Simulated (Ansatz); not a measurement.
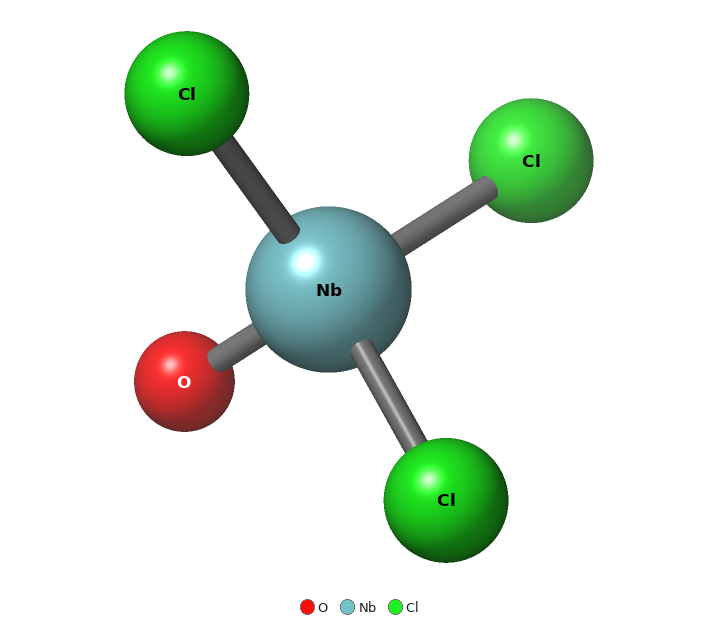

The species is neutral and a spin singlet. The computed structure is the end point of a PBE0-D4/def2-TZVP optimisation.

Question. What is the coordination number of the metal, and which atoms bind to it?

Answer. Nb binds 4 atoms: 1 O at 1.68 Å, 3 Cl at 2.27 Å. The arrangement is tetrahedral.

Question. What are the formal oxidation state of the metal and its number of d electrons?

Answer. Nb(V), d⁰, counting the ligands as closed-shell ions or neutral donors.
